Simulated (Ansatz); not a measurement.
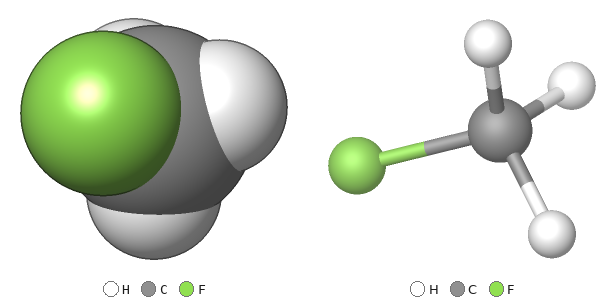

The same structure drawn twice, from different directions.

What is the molecular formula?

Answer. CH3F, 5 atoms: 1 carbon, 3 hydrogen and 1 fluorine.

Give the symmetry (Schoenflies symbol).

Answer. C3v.

The parts below concern this one geometry. Atoms keep their numbers from picture to picture. Computed geometry: PBE0-D4/def2-TZVP optimisation.

Electronic properties

Level of theory: RKS PBE0-D4/def2-TZVPP (Ansatz 0.2.0).

Predict the main results.

- HOMO energy (Kohn–Sham orbital): −9.81 eV
- LUMO energy (Kohn–Sham orbital): 1.68 eV
- HOMO–LUMO gap: 11.49 eV

Dipole moment

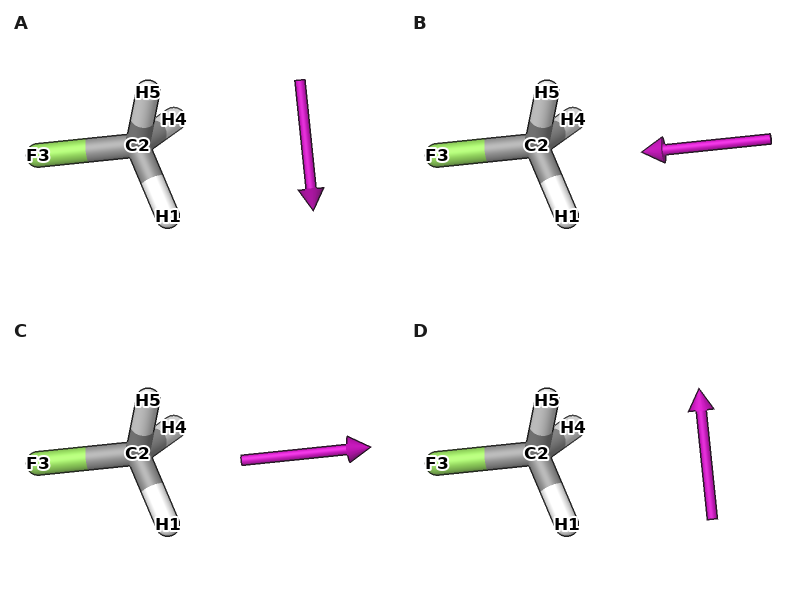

The same molecule four times, each with an arrow. Method: RKS PBE0-D4/def2-TZVP (Ansatz 0.2.0).

Which arrow points along the dipole moment, from the negative to the positive end?

Answer. C. The dipole moment is 1.79 D; it points from the side of F3 to the side of H1, H4, H5 (the outermost atoms at the two ends).

Thermal motion

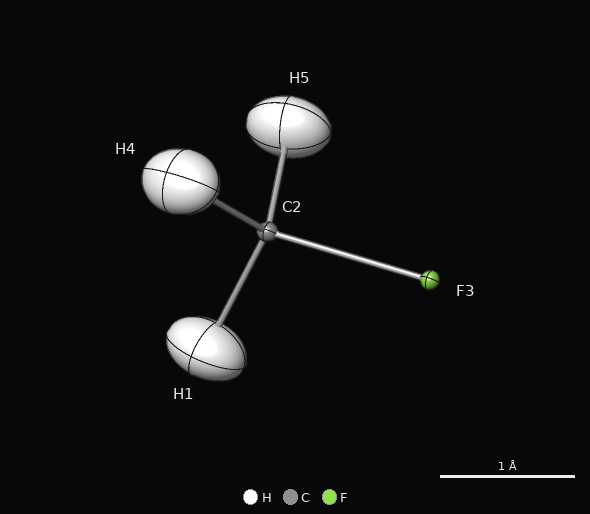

Displacement ellipsoids at the 50 % level, enlarged 2 times, from the internal vibrations of the free molecule (harmonic, no overall translation or rotation; no half-axis is drawn under 0.075 Å). Vibrations computed with RKS PBE0-D4/def2-TZVP (Ansatz 0.2.0). Temperature: 298 K.

Which atom has the largest mean-square displacement?

Answer. H1, H4, H5, with U_eq = 0.0077 Å².

Does H4 move more along its bond or across it?

Answer. Across it: the root-mean-square amplitude is 0.073 Å along the bond and up to 0.106 Å across, since bending and torsion are softer than stretching.

Give the displacement parameters, one line for each set of equivalent atoms.

```tsv
atom	U_eq (Å²)	rms amplitudes (Å)
H1, H4, H5	0.0077	0.072, 0.082, 0.106
C2	0.00045	0.017, 0.017, 0.028
F3	0.00014	0.006, 0.006, 0.019
```
